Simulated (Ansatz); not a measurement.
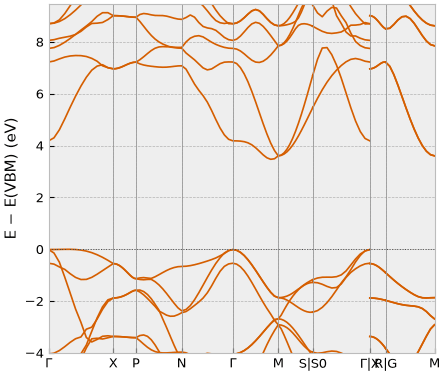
Band structure from r²SCAN in the plane-wave PAW code Ansatz

Task: Read off the gap and where the band edges lie.

Result: About 3.5 eV (3.47 eV by a search for the band edges); maximum on the Γ–X line, 30 % of the way from Γ, minimum on the Γ–M line, 85 % of the way from Γ.

Task: Which of these materials gives this?
A) TiO2, anatase
B) C, I4/mmm (C on 8h)
C) B2CO, chalcopyrite
D) Nb2O5, I4/mmm (Pearson symbol tI112)

Result: C, B2CO, chalcopyrite

Space group I-42d (chalcopyrite). The start of the workflow was typed in or built on a structure type; neither database checked (COD, Materials Project) lists it. Whether it is the stable phase at ambient conditions was not checked. The r²SCAN relaxation kept the symmetry of its start; its stability against distortions is not shown here.

Potentials: the earlier of the program's two PAW sets. The files were generated under PBE; for other functionals the program regenerates the frozen cores, and for LDA and PBEsol the local potential too.
